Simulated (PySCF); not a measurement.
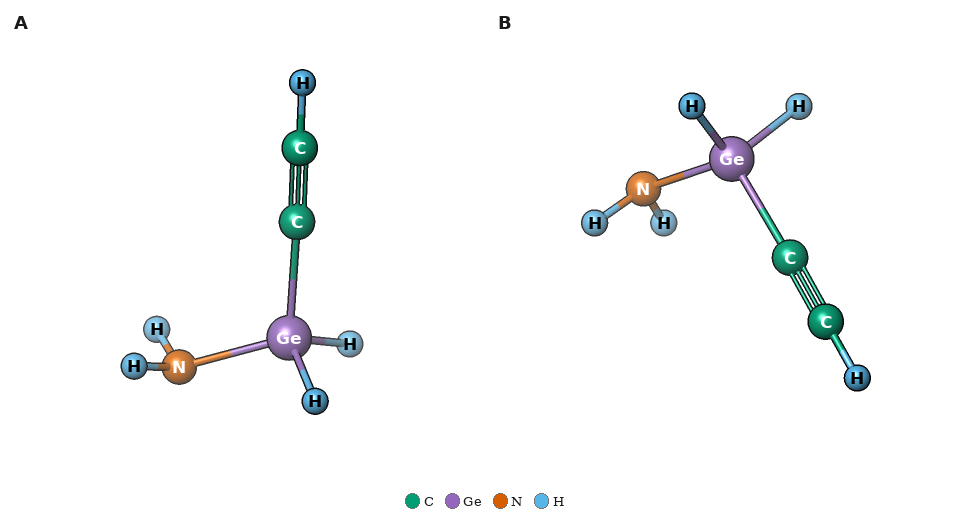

Distant atoms are faded towards the background colour. Computed geometry: PBE0-D3(BJ)/def2-SVP optimisation. No frequency run is at hand to confirm it as a minimum.

How are A and B related: the same structure turned, mirror images, conformers, diastereomers or constitutional isomers?

They are the same structure, C2H5GeN (C#[C][GeH2][NH2]), seen from two directions. With point group Cs it is achiral, so its mirror image would be the same too.
